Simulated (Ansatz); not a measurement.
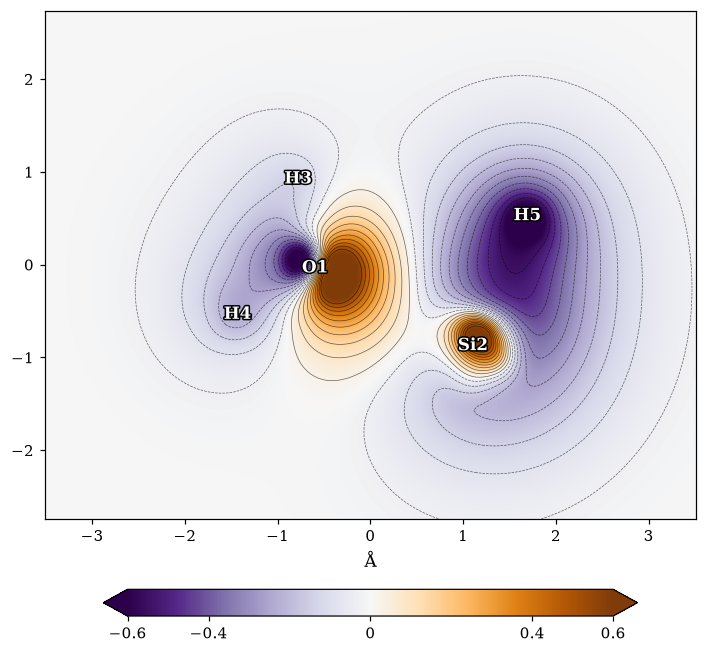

Figure. H$_{3}$OSi (SMILES [OH2+][SiH]) (charge +1). The HOMO−1 on the molecular plane (values in Å⁻³ᐟ²; the overall sign is arbitrary).

Geometry: PBE0-D3(BJ)/def2-SVP.

All numbers below come from isolated molecule in a Gaussian basis; Kohn-Sham density functional theory, functional PBE0 (Ansatz).

```yaml
atoms:
  - { symbol: O, position_ang: [-0.3393, 0.2180, -0.6266] }
  - { symbol: Si, position_ang: [-1.1493, -0.3672, 0.9800] }
  - { symbol: H, position_ang: [0.0101, 1.1088, -0.8204] }
  - { symbol: H, position_ang: [-0.2150, -0.3647, -1.3992] }
  - { symbol: H, position_ang: [-0.9208, 1.0426, 1.5006] }
```

**Where does this orbital lie, and at what energy?**

It lies mainly on Si2 (about 55 %), H5 (about 25 %) and O1 (about 15 %); it is symmetric in the molecular plane (an in-plane orbital: σ, lone-pair or in-plane π type). Its energy is −17.89 eV.
